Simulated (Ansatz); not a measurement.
Zn$_{3}$CuS$_{4}$

Input file:

```
crystal:
  lattice:
    - [5.1631700577, 0.0, 0.0]
    - [0.0, 5.1631700577, 0.0]
    - [0.0, 0.0, 5.1631700577]
  atoms:
    - { symbol: Zn, position: [0.5, 0.5, 0.0] }
    - { symbol: Zn, position: [0.5, 0.0, 0.5] }
    - { symbol: Zn, position: [0.0, 0.5, 0.5] }
    - { symbol: Cu, position: [0.0, 0.0, 0.0] }
    - { symbol: S, position: [0.7540812775, 0.7540812775, 0.2459187225] }
    - { symbol: S, position: [0.7540812775, 0.2459187225, 0.7540812775] }
    - { symbol: S, position: [0.2459187225, 0.7540812775, 0.7540812775] }
    - { symbol: S, position: [0.2459187225, 0.2459187225, 0.2459187225] }
basis:
  ecutwfc: 420
kpoints:
  mp_grid: { grid: [6, 6, 6] }
hamiltonian:
  xc: pbe
scf:
  occupations: { method: gaussian, width: 0.1 }
output:
  forces: true
  stress: true
  eigenvalues: true
  write_density: true
  write_potential: true
  elf: true
  volumetric_format: npy
relax:
  adjacent_minimum: "off"
  f_tol: 0.01
  max_steps: 30
```

Command:

```sh
ansatz run input.yaml --threads 1 --pin off --max-ram 2560MiB --backend cpu --events-out ev --progress --plain --runs-dir out
```

Below, planes, directions and counts refer to the conventional cell (a = 5.16 Å, b = 5.16 Å, c = 5.16 Å, α = 90.00°, β = 90.00°, γ = 90.00°).

Space group P-43m; a generated structure, not necessarily the stable one; changed on purpose from its base cell (volume × 0.88, shape and atoms relaxed); computed pressure about 12 GPa in this cell; computed without spin polarisation.

All numbers below come from DFT PBE, scalar-relativistic, plane waves, PAW in Ansatz 0.2.0.

Q: What will maps of the valence pseudo-density and electron localisation function show?

A: Cu–S (2.20 Å): the density is about 0.64 e/Å³ at the midpoint; the ELF peaks at about 0.90 in the valence shell of S, 0.7 Å from its nucleus, and is about 0.45 at the midpoint.
Zn–S (2.25 Å): ρ at the midpoint is about 0.6 e/Å³; the ELF peaks at about 0.90 in the valence shell of S, 0.8 Å from its nucleus, and is about 0.55 at the midpoint.

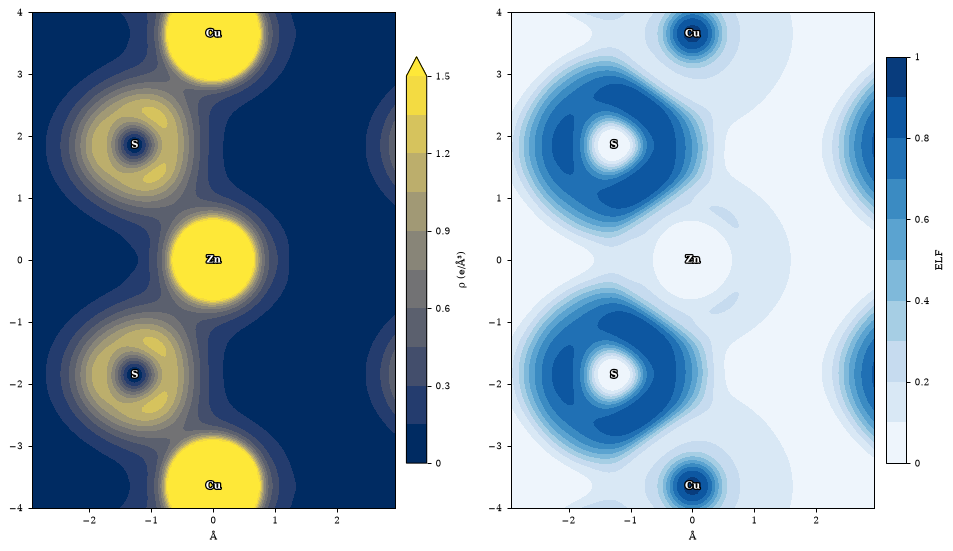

Computed valence pseudo-density and electron localisation function on the (110) plane of the conventional cell, in this order. 

The density is the valence pseudo-density of a PAW calculation; it isn't the true density close to the nuclei.
